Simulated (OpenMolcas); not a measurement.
# One shape, several levels: singlet [SiCl3]+

Wanted: a comparison of 6 runs (HF/STO-3G, B3LYP/6-31G*, B3LYP/aug-cc-pVDZ, BHLYP/aug-cc-pVDZ, PBE0/aug-cc-pVDZ, CCSD(T)/aug-cc-pVDZ) of singlet [SiCl3]+. 

The calculation is run with OpenMolcas 26.06.

### 1 Starting point

The species is [SiCl3]+ (4 atoms), meant as a singlet with charge +1. SMILES of the parent species: `Cl[Si](Cl)Cl`. The coordinates come from a PBE0-D4/def2-TZVP relaxation. That shape belongs to the parent species and isn't relaxed for this state.

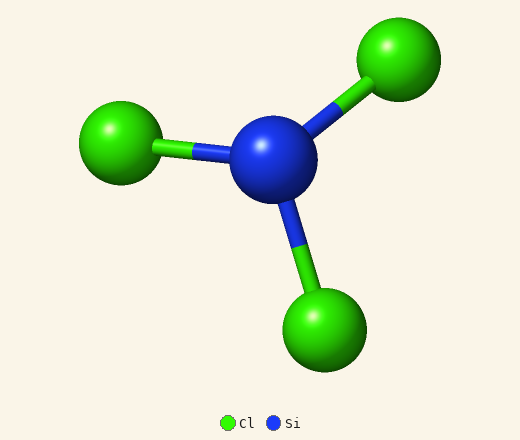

Viewed from a chosen angle; chlorine green, silicon blue.

### 2 The energy at HF/STO-3G (run 1)

input.xyz reads:

```xyz
4

Cl    -1.524800    -0.591600     1.030100
Si     0.116100     0.389400     0.310600
Cl     1.694700    -0.903800     0.219000
Cl    -0.286000     1.105900    -1.559700
```

run.input reads:

```
* Cl3Si Hartree-Fock
&GATEWAY
BasLib
$CurrDir
Coord
input.xyz
Basis
STO-3G
Group
NoSym
&SEWARD
&SCF
Charge
1
Thresholds
1e-10 1e-07 1e-07 1e-05
PrOrbitals
1
```

The basis set STO-3G is read from a file made from the Basis Set Exchange's data (not shown).

The run is started by

```bash
$ export MOLCAS_MEM=1860
$ pymolcas run.input > run.log
```

The program printed:

```text
--- Start Module: gateway ---
[...]
--- Stop Module: gateway /rc=_RC_ALL_IS_WELL_ ---
--- Start Module: seward ---
[...]
      Basis functions           36
--- Stop Module: seward /rc=_RC_ALL_IS_WELL_ ---
[...]
--- Start Module: scf ---
[...]
       Convergence after  15 Iterations
[...]
::    Total SCF energy                              -1649.1596876754
[...]
      Total spin, S                                     0.0000000000
[...]
      Total electronic charge=   64.000000
      Total            charge=    1.000000
[...]
      Dipole Moment (debye):
      Origin of the operator (angstrom)=   -0.0061   -0.0205   -0.0163
                   X=  8.9717E-01               Y=  3.0089E+00               Z=  2.3993E+00           Total=  3.9516E+00
      Center of Charge (angstrom)
[...]
--- Stop Module: scf /rc=_RC_ALL_IS_WELL_ ---
[...]
```

It took 2.4 s on 1 thread of Intel Xeon Platinum 8259CL at 2.50GHz (Skylake/Cascade Lake), shared host; peak memory 0.37 GiB.

### 3 The energy at B3LYP/6-31G(d) (Cartesian functions) (run 2)

test.inp reads:

```
* Cl3Si Kohn-Sham DFT

&GATEWAY
 BasLib = $CurrDir
 Coord
 4
 bohr
 Cl    -2.88145439    -1.11796198     1.94660688
 Si     0.21939720     0.73585935     0.58694893
 Cl     3.20251886    -1.70793447     0.41385002
 Cl    -0.54046167     2.08984812    -2.94740584
 Basis = 6-31Gs
 Group = NoSym

&SEWARD
 GridInput
 Grid=UltraFine
 End of Grid

&SCF
 Charge = 1
 KSDFT = B3LYP
 Thresholds = 1e-10 1e-07 1e-07 1e-05
 PrOrbitals = 1 2
```

The basis set 6-31G* is read from a file made from the Basis Set Exchange's data (not shown).

The run is started by

```bash
$ export MOLCAS_MEM=1860
$ pymolcas test.inp > test.log
```

The program printed:

```text
--- Start Module: gateway ---
[...]
--- Stop Module: gateway /rc=_RC_ALL_IS_WELL_ ---
--- Start Module: seward ---
[...]
      Basis functions           76
--- Stop Module: seward /rc=_RC_ALL_IS_WELL_ ---
[...]
--- Start Module: scf ---
[...]
       Convergence after  16 Iterations
[...]
::    Total KS-DFT energy                           -1669.8388718939
[...]
      Total spin, S                                     0.0000000000
[...]
      Total electronic charge=   64.000000
      Total            charge=    1.000000
[...]
      Dipole Moment (debye):
      Origin of the operator (angstrom)=   -0.0061   -0.0205   -0.0163
                   X=  5.0442E-01               Y=  1.6915E+00               Z=  1.3490E+00           Total=  2.2216E+00
      Center of Charge (angstrom)
[...]
--- Stop Module: scf /rc=_RC_ALL_IS_WELL_ ---
[...]
```

Run time: 17 s. Hardware: 1 thread of Intel Xeon Platinum 8259CL at 2.50GHz (Skylake/Cascade Lake), shared host; peak memory 0.43 GiB.

Runs 3 to 4 aren't shown in full; the table further down has their settings and results.

### 4 The energy at PBE0/aug-cc-pVDZ (run 5)

calc.inp reads:

```
* Cl3Si Kohn-Sham DFT

&GATEWAY
  BasLib=$CurrDir
  Coord
  4
  bohr
  Cl    -2.88145439    -1.11796198     1.94660688
  Si     0.21939720     0.73585935     0.58694893
  Cl     3.20251886    -1.70793447     0.41385002
  Cl    -0.54046167     2.08984812    -2.94740584
  Basis=aug-cc-pVDZ
  Group=NoSym

&SEWARD
  GridInput
  Grid=UltraFine
  End of Grid

&SCF
  Charge=1
  KSDFT=PBE0
  Thresholds=1e-10 1e-07 1e-07 1e-05
  PrOrbitals=1 2
```

The basis set aug-cc-pVDZ is read from a file made from the Basis Set Exchange's data (not shown).

The run is started by

```bash
$ export MOLCAS_MEM=1860
$ pymolcas calc.inp > calc.log
```

The program printed:

```text
--- Start Module: gateway ---
[...]
--- Stop Module: gateway /rc=_RC_ALL_IS_WELL_ ---
--- Start Module: seward ---
[...]
      Basis functions          108
--- Stop Module: seward /rc=_RC_ALL_IS_WELL_ ---
[...]
--- Start Module: scf ---
[...]
       Convergence after  16 Iterations
[...]
::    Total KS-DFT energy                           -1669.3043121035
[...]
      Total spin, S                                     0.0000000000
[...]
      Total electronic charge=   64.000000
      Total            charge=    1.000000
[...]
      Dipole Moment (debye):
      Origin of the operator (angstrom)=   -0.0061   -0.0205   -0.0163
                   X=  4.5674E-01               Y=  1.5316E+00               Z=  1.2215E+00           Total=  2.0115E+00
      Center of Charge (angstrom)
[...]
--- Stop Module: scf /rc=_RC_ALL_IS_WELL_ ---
[...]
```

Wall time 41 s (1 thread of Intel Xeon Platinum 8259CL at 2.50GHz (Skylake/Cascade Lake), shared host); peak memory 0.63 GiB.

### 5 A single-point energy at CCSD(T)/aug-cc-pVDZ (Cholesky decomposition) (run 6)

mol.xyz reads:

```xyz
4

Cl    -1.524800    -0.591600     1.030100
Si     0.116100     0.389400     0.310600
Cl     1.694700    -0.903800     0.219000
Cl    -0.286000     1.105900    -1.559700
```

job.input reads:

```
* Cl3Si CCSD(T)

&gateway
 baslib
 $CurrDir
 coord
 mol.xyz
 basis
 aug-cc-pVDZ
 group
 NoSym

&seward
 high

&scf
 charge
 1
 thresholds
 1e-10 1e-07 1e-07 1e-05
 prorbitals
 1 2

&chcc
 frozen
 20
 threshold
 1e-08
 maxiterations
 80

&cht3
 frozen
 20
```

The basis set aug-cc-pVDZ is read from a file made from the Basis Set Exchange's data (not shown).

The run is started by

```bash
$ export MOLCAS_MEM=1860
$ pymolcas job.input > job.log
```

The program printed:

```text
--- Start Module: gateway ---
[...]
--- Stop Module: gateway /rc=_RC_ALL_IS_WELL_ ---
[...]
      Basis functions          108
[...]
       Convergence after  17 Iterations
[...]
::    Total SCF energy                              -1667.2290962894
[...]
      Total spin, S                                     0.0000000000
[...]
      Total electronic charge=   64.000000
      Total            charge=    1.000000
[...]
      Dipole Moment (debye):
      Origin of the operator (angstrom)=   -0.0061   -0.0205   -0.0163
                   X=  6.1042E-01               Y=  2.0471E+00               Z=  1.6326E+00           Total=  2.6886E+00
      Center of Charge (angstrom)
[...]
--- Start Module: chcc ---
[...]
--- Stop Module: chcc /rc=_RC_ALL_IS_WELL_ ---
[...]
--- Start Module: cht3 ---
[...]
--- Stop Module: cht3 /rc=_RC_ALL_IS_WELL_ ---
[...]
```

Run time: 5.9 min. Hardware: 1 thread of Intel Xeon Platinum 8259CL at 2.50GHz (Skylake/Cascade Lake), shared host; peak memory 0.15 GiB.

### 6 The series

```csv
run,level,Cartesian functions,integration grid,energy (Eh),HOMO energy (eV),LUMO energy (eV),HOMO–LUMO gap (eV),wall time
1,HF/STO-3G,no,–,-1649.159688,-18.22,-7.44,10.78,2.4 s
2,B3LYP/6-31G* (Cartesian functions),yes,UltraFine,-1669.838872,-14.95,-11.52,3.43,17 s
3,B3LYP/aug-cc-pVDZ,no,UltraFine,-1669.932903,-14.85,-11.36,3.49,47 s
4,BHLYP/aug-cc-pVDZ,no,UltraFine,-1669.874609,-16.41,-10.38,6.03,41 s
5,PBE0/aug-cc-pVDZ,no,UltraFine,-1669.304312,-15.16,-11.18,3.97,41 s
6,CCSD(T)/aug-cc-pVDZ (Cholesky decomposition),no,–,-1667.801945,-18.45,-8.07,10.38,5.9 min
```

### 7 Outcome

| quantity | value |
| --- | --- |
| run 6: total energy | -1667.80195 Eh |
| run 6: HOMO energy (Hartree–Fock orbitals) | -18.45 eV |
| run 6: LUMO energy (Hartree–Fock orbitals) | -8.07 eV |
| run 6: HOMO–LUMO gap (Hartree–Fock orbitals) | 10.38 eV |
| run 6: correlation energy (20 core orbitals frozen) | -572.8 mEh |
| run 6: (T) correction | -20.51 mEh |

Over runs 1, 2, 3, 4, 5 the HOMO–LUMO gap runs from 3.43 eV (B3LYP/6-31G*) to 10.78 eV (HF/STO-3G). The two ends differ in method and basis. Totals of different functionals can't be ranked against each other. In run 1 the basis is minimal, so the values are rough. All runs together took 8.4 min, the longest 5.9 min.
